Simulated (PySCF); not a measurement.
# C2H6B2ClN: NMR shifts at several levels of theory, part 2 of 2

PySCF 2.14.0. Atoms count from 0. Earlier steps stand in the parts before.

### Step 8. NMR shieldings: PBE0/cc-pVTZ

Job settings and geometry (Å):

```
{"job": {"kind": "nmr", "xc": "PBE0", "basis": "cc-pVTZ", "pop": true}, "charge": 0, "multiplicity": 1}
C      1.979255    -0.062498    -1.276989
C      0.686028    -0.021090    -0.983750
Cl    -0.326096     1.377426    -1.453610
B     -0.478772    -0.759706    -0.272633
B     -0.781017    -0.490450     1.369831
N     -1.326444     0.686376     1.869868
H      2.483715     0.737751    -1.822762
H      2.565030    -0.931248    -0.965185
H     -1.161074    -1.484509    -0.965419
H     -0.499445    -1.363326     2.170755
H     -1.571337     1.470399     1.277482
H     -1.499114     0.848378     2.853570
```

Level: GIAO PBE0/cc-pVTZ NMR shielding, non-relativistic, gas phase.

Standard output:

```text
coarse grid: 10752 points
cycle   1  E = -644.1164311791  dE =  4.882e-01  |g| = 4.058e-01  |ddm| = 7.035e+00
cycle   2  E = -644.1111922823  dE =  5.239e-03  |g| = 4.569e-01  |ddm| = 1.384e+00
cycle   3  E = -644.1562413345  dE = -4.505e-02  |g| = 9.052e-02  |ddm| = 7.157e-01
cycle   4  E = -644.1581716057  dE = -1.930e-03  |g| = 3.165e-02  |ddm| = 1.786e-01
cycle   5  E = -644.1584074762  dE = -2.359e-04  |g| = 1.299e-02  |ddm| = 5.540e-02
cycle   6  E = -644.1584464725  dE = -3.900e-05  |g| = 2.305e-03  |ddm| = 1.773e-02
cycle   7  E = -644.1584477091  dE = -1.237e-06  |g| = 7.196e-04  |ddm| = 4.578e-03
final grid: 99808 points
cycle   8  E = -644.1636939691  dE = -5.256e-05  |g| = 7.043e-03  |ddm| = 8.753e-02
cycle   9  E = -644.1636882696  dE =  5.699e-06  |g| = 8.711e-03  |ddm| = 2.484e-02
cycle  10  E = -644.1637050723  dE = -1.680e-05  |g| = 1.142e-03  |ddm| = 1.278e-02
cycle  11  E = -644.1637053774  dE = -3.051e-07  |g| = 2.177e-04  |ddm| = 1.945e-03
cycle  12  E = -644.1637053856  dE = -8.271e-09  |g| = 1.067e-04  |ddm| = 4.338e-04
cycle  13  E = -644.1637053885  dE = -2.852e-09  |g| = 3.299e-05  |ddm| = 1.934e-04
cycle  14  E = -644.1637053888  dE = -2.663e-10  |g| = 9.486e-06  |ddm| = 4.964e-05
converged SCF energy = -644.1637053888

GIAO shielding tensors (ppm)
atom      isotropic    diamagn.    paramagn.     s11        s22        s33       span
  0 C       75.564     254.123    -178.559    -28.626     94.099    161.219    189.845
  1 C       28.168     250.659    -222.491    -81.121     64.068    101.558    182.679
  2 Cl     832.317    1146.786    -314.469    570.604    947.392    978.955    408.352
  3 B       42.378     193.726    -151.348    -47.102     42.253    131.981    179.083
  4 B       59.051     197.702    -138.651      9.970     42.163    125.019    115.049
  5 N      149.351     303.997    -154.647     48.000    174.914    225.139    177.139
  6 H       25.729      29.514      -3.785     22.302     24.146     30.739      8.437
  7 H       25.901      30.367      -4.465     23.729     24.718     29.256      5.527
  8 H       24.415      29.264      -4.849     19.442     25.397     28.407      8.965
  9 H       25.689      29.720      -4.031     23.832     26.024     27.211      3.379
 10 H       26.941      30.349      -3.408     21.811     27.678     31.334      9.523
 11 H       26.903      29.312      -2.410     22.535     23.958     34.215     11.679
```

Run time: 36 s. Hardware: 1 thread of Arm Neoverse V1, shared host; peak memory 0.93 GiB.

This run: δ C1 159.1, C0 111.7, Cl2 120, B3 60.4, H8 6.88, H9 5.60 ppm.

### Step 9. Nuclear shieldings: PBE0/aug-cc-pVDZ

Settings changed since step 8:

```diff
@@ -1,2 +1,2 @@
-{"job": {"kind": "nmr", "xc": "PBE0", "basis": "cc-pVTZ", "pop": true}, "charge": 0, "multiplicity": 1}
+{"job": {"kind": "nmr", "xc": "PBE0", "basis": "aug-cc-pVDZ", "pop": true}, "charge": 0, "multiplicity": 1}
 C      1.979255    -0.062498    -1.276989
```

Level: GIAO PBE0/aug-cc-pVDZ NMR shielding, non-relativistic, gas phase.

Standard output:

```text
coarse grid: 10752 points
cycle   1  E = -644.0521401173  dE =  5.192e-01  |g| = 3.798e-01  |ddm| = 9.874e+00
cycle   2  E = -644.0456880029  dE =  6.452e-03  |g| = 4.354e-01  |ddm| = 1.886e+00
cycle   3  E = -644.0889895773  dE = -4.330e-02  |g| = 8.480e-02  |ddm| = 7.933e-01
cycle   4  E = -644.0908651881  dE = -1.876e-03  |g| = 2.453e-02  |ddm| = 2.099e-01
cycle   5  E = -644.0910067404  dE = -1.416e-04  |g| = 1.167e-02  |ddm| = 6.366e-02
cycle   6  E = -644.0910401940  dE = -3.345e-05  |g| = 2.181e-03  |ddm| = 2.153e-02
cycle   7  E = -644.0910414439  dE = -1.250e-06  |g| = 5.252e-04  |ddm| = 6.113e-03
final grid: 99808 points
cycle   8  E = -644.1094147172  dE = -2.261e-05  |g| = 6.946e-03  |ddm| = 1.279e-01
cycle   9  E = -644.1094072031  dE =  7.514e-06  |g| = 9.064e-03  |ddm| = 3.666e-02
cycle  10  E = -644.1094272856  dE = -2.008e-05  |g| = 1.040e-03  |ddm| = 1.737e-02
cycle  11  E = -644.1094275684  dE = -2.829e-07  |g| = 2.138e-04  |ddm| = 2.772e-03
cycle  12  E = -644.1094275775  dE = -9.090e-09  |g| = 1.042e-04  |ddm| = 5.817e-04
cycle  13  E = -644.1094275805  dE = -2.984e-09  |g| = 2.488e-05  |ddm| = 2.350e-04
cycle  14  E = -644.1094275807  dE = -1.580e-10  |g| = 8.836e-06  |ddm| = 5.955e-05
converged SCF energy = -644.1094275807

GIAO shielding tensors (ppm)
atom      isotropic    diamagn.    paramagn.     s11        s22        s33       span
  0 C       89.253     231.839    -142.587     -8.757    105.089    171.427    180.184
  1 C       43.159     219.430    -176.271    -57.308     75.013    111.774    169.082
  2 Cl     846.559    1146.941    -300.382    594.971    954.090    990.615    395.643
  3 B       50.637     226.242    -175.605    -34.417     49.753    136.573    170.990
  4 B       66.325     205.831    -139.506     18.369     50.089    130.518    112.149
  5 N      163.339     281.447    -118.109     67.267    184.624    238.125    170.858
  6 H       25.710      35.518      -9.807     22.306     24.208     30.617      8.310
  7 H       25.918      35.140      -9.222     23.721     24.814     29.219      5.498
  8 H       24.284      24.927      -0.643     19.469     25.040     28.343      8.874
  9 H       25.556      23.552       2.004     23.751     25.728     27.189      3.439
 10 H       27.012      29.059      -2.047     22.057     27.805     31.175      9.118
 11 H       27.022      36.445      -9.423     22.748     24.172     34.147     11.398
```

Run time: 23 s. Hardware: 1 thread of Arm Neoverse V1, shared host; peak memory 0.89 GiB.

Key values: δ C1 152.0, C0 105.9, Cl2 121, B3 59.5, H8 7.11, H9 5.84 ppm.

### Step 10. Nuclear shieldings: PBE0/IGLO-III

Settings changed since step 9:

```diff
@@ -1,2 +1,2 @@
-{"job": {"kind": "nmr", "xc": "PBE0", "basis": "aug-cc-pVDZ", "pop": true}, "charge": 0, "multiplicity": 1}
+{"job": {"kind": "nmr", "xc": "PBE0", "basis": "IGLO-III", "pop": true}, "charge": 0, "multiplicity": 1}
 C      1.979255    -0.062498    -1.276989
```

Method: GIAO PBE0/IGLO-III NMR shielding, non-relativistic, gas phase.

Standard output:

```text
coarse grid: 10752 points
cycle   1  E = -644.1138970246  dE =  4.365e-01  |g| = 4.334e-01  |ddm| = 2.371e+00
cycle   2  E = -644.1066373680  dE =  7.260e-03  |g| = 4.653e-01  |ddm| = 5.391e-01
cycle   3  E = -644.1529184835  dE = -4.628e-02  |g| = 1.040e-01  |ddm| = 2.536e-01
cycle   4  E = -644.1552074689  dE = -2.289e-03  |g| = 4.121e-02  |ddm| = 1.040e-01
cycle   5  E = -644.1556382095  dE = -4.307e-04  |g| = 1.303e-02  |ddm| = 2.990e-02
cycle   6  E = -644.1556757412  dE = -3.753e-05  |g| = 2.844e-03  |ddm| = 1.045e-02
cycle   7  E = -644.1556773465  dE = -1.605e-06  |g| = 9.512e-04  |ddm| = 2.147e-03
final grid: 99808 points
cycle   8  E = -644.1620218063  dE = -7.631e-05  |g| = 7.167e-03  |ddm| = 3.733e-02
cycle   9  E = -644.1620159743  dE =  5.832e-06  |g| = 8.694e-03  |ddm| = 9.327e-03
cycle  10  E = -644.1620327984  dE = -1.682e-05  |g| = 1.264e-03  |ddm| = 4.636e-03
cycle  11  E = -644.1620331261  dE = -3.277e-07  |g| = 2.352e-04  |ddm| = 1.211e-03
cycle  12  E = -644.1620331362  dE = -1.010e-08  |g| = 1.060e-04  |ddm| = 1.851e-04
cycle  13  E = -644.1620331387  dE = -2.537e-09  |g| = 3.565e-05  |ddm| = 1.062e-04
cycle  14  E = -644.1620331390  dE = -3.147e-10  |g| = 8.606e-06  |ddm| = 2.900e-05
converged SCF energy = -644.1620331390

GIAO shielding tensors (ppm)
atom      isotropic    diamagn.    paramagn.     s11        s22        s33       span
  0 C       69.222     257.451    -188.229    -37.697     88.182    157.182    194.879
  1 C       20.186     251.166    -230.980    -93.273     57.368     96.463    189.737
  2 Cl     813.033    1147.276    -334.243    532.311    932.704    974.082    441.770
  3 B       35.471     196.060    -160.589    -57.150     36.148    127.416    184.566
  4 B       52.101     194.246    -142.146      0.329     35.344    120.628    120.299
  5 N      144.375     312.174    -167.799     40.446    170.230    222.449    182.003
  6 H       25.812      30.715      -4.903     22.508     24.190     30.739      8.231
  7 H       26.029      31.563      -5.534     23.907     24.844     29.335      5.428
  8 H       24.425      29.842      -5.418     19.615     25.263     28.396      8.781
  9 H       25.668      29.308      -3.640     23.859     25.923     27.222      3.363
 10 H       27.051      31.521      -4.469     21.950     27.843     31.362      9.412
 11 H       27.067      29.645      -2.578     22.738     24.197     34.265     11.527
```

Run time: 36 s. Hardware: 1 thread of Arm Neoverse V1, shared host; peak memory 1.1 GiB.

Key values: δ C1 163.6, C0 114.6, Cl2 132, B3 64.5, H8 6.95, H9 5.71 ppm.

### Step 11. Nuclear shieldings: PBE0/pcSseg-0

Settings changed since step 10:

```diff
@@ -1,2 +1,2 @@
-{"job": {"kind": "nmr", "xc": "PBE0", "basis": "IGLO-III", "pop": true}, "charge": 0, "multiplicity": 1}
+{"job": {"kind": "nmr", "xc": "PBE0", "basis": "pcSseg-0", "pop": true}, "charge": 0, "multiplicity": 1}
 C      1.979255    -0.062498    -1.276989
```

With the program's defaults for keys left out, this is: GIAO PBE0/pcSseg-0 NMR shielding, non-relativistic, gas phase.

Standard output:

```text
coarse grid: 10752 points
cycle   1  E = -643.0922091890  dE =  4.062e-01  |g| = 3.049e-01  |ddm| = 3.487e+00
cycle   2  E = -643.0883132587  dE =  3.896e-03  |g| = 3.553e-01  |ddm| = 7.812e-01
cycle   3  E = -643.1167703732  dE = -2.846e-02  |g| = 8.197e-02  |ddm| = 4.019e-01
cycle   4  E = -643.1186416196  dE = -1.871e-03  |g| = 1.946e-02  |ddm| = 1.243e-01
cycle   5  E = -643.1187444532  dE = -1.028e-04  |g| = 7.068e-03  |ddm| = 3.090e-02
cycle   6  E = -643.1187555267  dE = -1.107e-05  |g| = 1.516e-03  |ddm| = 7.044e-03
cycle   7  E = -643.1187561142  dE = -5.876e-07  |g| = 3.614e-04  |ddm| = 2.384e-03
final grid: 99808 points
cycle   8  E = -643.1506907469  dE = -1.165e-05  |g| = 4.359e-03  |ddm| = 1.730e-02
cycle   9  E = -643.1506892381  dE =  1.509e-06  |g| = 5.202e-03  |ddm| = 9.598e-03
cycle  10  E = -643.1506953904  dE = -6.152e-06  |g| = 6.588e-04  |ddm| = 5.348e-03
cycle  11  E = -643.1506955033  dE = -1.129e-07  |g| = 1.006e-04  |ddm| = 7.338e-04
cycle  12  E = -643.1506955051  dE = -1.817e-09  |g| = 5.512e-05  |ddm| = 1.953e-04
cycle  13  E = -643.1506955060  dE = -8.565e-10  |g| = 7.418e-06  |ddm| = 8.701e-05
converged SCF energy = -643.1506955060

GIAO shielding tensors (ppm)
atom      isotropic    diamagn.    paramagn.     s11        s22        s33       span
  0 C       73.582     256.467    -182.885    -33.195     88.322    165.619    198.814
  1 C       27.996     275.953    -247.957    -83.469     62.927    104.531    188.001
  2 Cl     860.213    1147.102    -286.889    601.528    961.366   1017.746    416.218
  3 B       36.112     192.030    -155.918    -64.862     40.276    132.923    197.785
  4 B       59.850     192.215    -132.365      7.361     42.594    129.594    122.232
  5 N      146.123     323.252    -177.129     38.000    173.189    227.180    189.180
  6 H       27.053      29.836      -2.783     23.511     25.665     31.982      8.471
  7 H       27.023      30.265      -3.242     25.018     25.979     30.074      5.056
  8 H       25.233      28.163      -2.930     20.466     25.403     29.829      9.362
  9 H       26.355      28.597      -2.243     25.313     25.676     28.075      2.763
 10 H       28.684      31.269      -2.586     23.292     29.402     33.356     10.064
 11 H       28.564      28.645      -0.081     24.244     25.041     36.407     12.163
```

Wall time 5.8 s (1 thread of Arm Neoverse V1, shared host); peak memory 0.45 GiB.

In short: δ C1 165.5, C0 119.9, Cl2 92, B3 68.8, H8 7.60, H9 6.48 ppm.

### Step 12. Shielding tensors: PBE0/pcSseg-2

Settings changed since step 11:

```diff
@@ -1,2 +1,2 @@
-{"job": {"kind": "nmr", "xc": "PBE0", "basis": "pcSseg-0", "pop": true}, "charge": 0, "multiplicity": 1}
+{"job": {"kind": "nmr", "xc": "PBE0", "basis": "pcSseg-2", "pop": true}, "charge": 0, "multiplicity": 1}
 C      1.979255    -0.062498    -1.276989
```

Level: GIAO PBE0/pcSseg-2 NMR shielding, non-relativistic, gas phase.

Standard output:

```text
coarse grid: 10752 points
cycle   1  E = -644.1176494933  dE =  4.760e-01  |g| = 4.143e-01  |ddm| = 2.360e+00
cycle   2  E = -644.1113187859  dE =  6.331e-03  |g| = 4.618e-01  |ddm| = 6.187e-01
cycle   3  E = -644.1579494855  dE = -4.663e-02  |g| = 9.354e-02  |ddm| = 2.976e-01
cycle   4  E = -644.1599988920  dE = -2.049e-03  |g| = 3.217e-02  |ddm| = 9.505e-02
cycle   5  E = -644.1602437953  dE = -2.449e-04  |g| = 1.287e-02  |ddm| = 3.641e-02
cycle   6  E = -644.1602804999  dE = -3.670e-05  |g| = 2.555e-03  |ddm| = 1.140e-02
cycle   7  E = -644.1602819059  dE = -1.406e-06  |g| = 8.540e-04  |ddm| = 2.495e-03
final grid: 99808 points
cycle   8  E = -644.1709238007  dE = -7.840e-05  |g| = 7.343e-03  |ddm| = 3.737e-02
cycle   9  E = -644.1709188049  dE =  4.996e-06  |g| = 8.451e-03  |ddm| = 1.117e-02
cycle  10  E = -644.1709347448  dE = -1.594e-05  |g| = 1.433e-03  |ddm| = 6.593e-03
cycle  11  E = -644.1709351444  dE = -3.996e-07  |g| = 2.831e-04  |ddm| = 1.127e-03
cycle  12  E = -644.1709351608  dE = -1.636e-08  |g| = 1.021e-04  |ddm| = 2.423e-04
cycle  13  E = -644.1709351631  dE = -2.290e-09  |g| = 4.207e-05  |ddm| = 1.107e-04
cycle  14  E = -644.1709351635  dE = -4.643e-10  |g| = 9.376e-06  |ddm| = 4.024e-05
converged SCF energy = -644.1709351635

GIAO shielding tensors (ppm)
atom      isotropic    diamagn.    paramagn.     s11        s22        s33       span
  0 C       68.077     254.037    -185.960    -39.763     86.683    157.312    197.075
  1 C       19.271     258.530    -239.259    -94.777     56.184     96.406    191.183
  2 Cl     812.339    1148.975    -336.636    537.740    931.575    967.701    429.961
  3 B       34.555     194.028    -159.473    -58.981     34.919    127.728    186.708
  4 B       51.656     192.858    -141.203     -0.441     34.675    120.732    121.173
  5 N      144.569     317.294    -172.725     40.322    170.440    222.945    182.624
  6 H       25.611      29.792      -4.181     22.204     24.003     30.626      8.422
  7 H       25.798      30.973      -5.175     23.623     24.578     29.193      5.570
  8 H       24.378      28.823      -4.445     19.383     25.371     28.381      8.998
  9 H       25.624      28.799      -3.175     23.739     25.995     27.136      3.397
 10 H       26.844      32.779      -5.935     21.694     27.485     31.352      9.658
 11 H       26.812      28.752      -1.941     22.404     23.819     34.212     11.808
```

Wall time 47 s (1 thread of Arm Neoverse V1, shared host); peak memory 1.2 GiB.

This run: δ C1 164.9, C0 116.0, Cl2 129, B3 64.5, H8 6.87, H6 5.63 ppm.

### Step 13. Run by run: NMR shifts

Shifts (ppm) of some atoms, chosen among heavy atoms and hydrogens apart, with basis size and wall time:

```
               run     C1     C0    H8    H9  Cl2    B3     N5  functions   time
       PBE0/6-31G*  145.0  105.0  7.03  5.74   73  58.5   99.3        100  9.2 s
PBE0/6-311+G(2d,p)  158.3  111.1  7.00  5.76  133  60.2  113.3        206   27 s
     PBE0/def2-SVP  151.7  105.5  6.92  5.63  110  60.7  108.6        118   11 s
    PBE0/def2-TZVP  160.4  112.2  7.00  5.75  130  61.6  116.0        228   29 s
      PBE0/cc-pVDZ  152.8  107.1  7.02  5.59  108  61.8  110.7        118   11 s
      PBE0/cc-pVTZ  159.1  111.7  6.88  5.60  120  60.4  117.4        268   36 s
  PBE0/aug-cc-pVDZ  152.0  105.9  7.11  5.84  121  59.5  106.5        196   23 s
     PBE0/IGLO-III  163.6  114.6  6.95  5.71  132  64.5  116.2        279   36 s
     PBE0/pcSseg-0  165.5  119.9  7.60  6.48   92  68.8  119.9         70  5.8 s
     PBE0/pcSseg-2  164.9  116.0  6.87  5.62  129  64.5  117.1        307   47 s
```

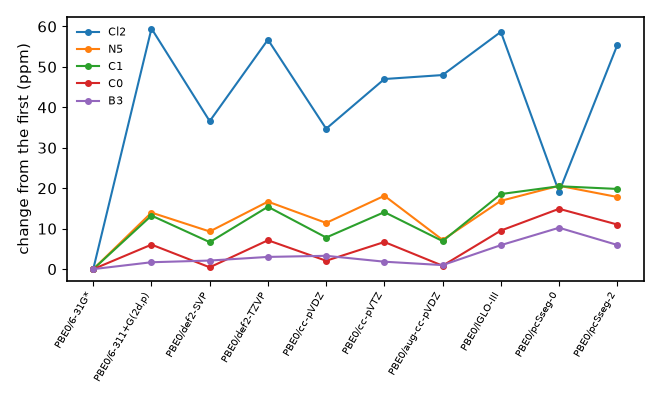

How five of the tabulated atoms move from run to run.

### Step 14. Results

This closing draws on all 2 parts.

| quantity | value |
| --- | --- |
| point group | C1 |
| rotational constants (main isotopes) | 4.12, 1.91, 1.49 GHz |
| ¹³C shifts against TMS (PBE0/6-31G*) | 145.0, 105.0 ppm |
| ¹H shifts against TMS (PBE0/6-31G*, means over atoms taken as alike) | 7.03, 5.74, 5.36, 5.32, 3.93 ppm |
| ³⁵Cl shifts against HCl (PBE0/6-31G*) | 73 ppm |
| ¹¹B shifts against BF3·OEt2 (PBE0/6-31G*) | 58.5, 39.3 ppm |
| ¹⁵N shifts against NH3 (PBE0/6-31G*) | 99.3 ppm |
| range of the shift of Cl2 | 73 to 133 ppm |

Single values in the summary come from the first sound run of each kind (PBE0/6-31G*), which need not be the best level. The start of the PBE0/def2-SVP relaxation was shaken at random by about 0.01 Å, so part of the energy gained, and of the first lengths quoted, undoes that. The optimisation took 7 steps and gained 0.129 eV; among the close pairs (by a distance rule), C0–H7 changed most, from 1.046 to 1.093 Å. At PBE0/6-31G*: The largest span, 380 ppm, is at Cl2, where the paramagnetic term is -291 ppm. In ppm, Cl2 moves most: its shift spreads over 59 ppm, from 73 (PBE0/6-31G*) to 133 (PBE0/6-311+G(2d,p)). Part of that comes from the computed reference.
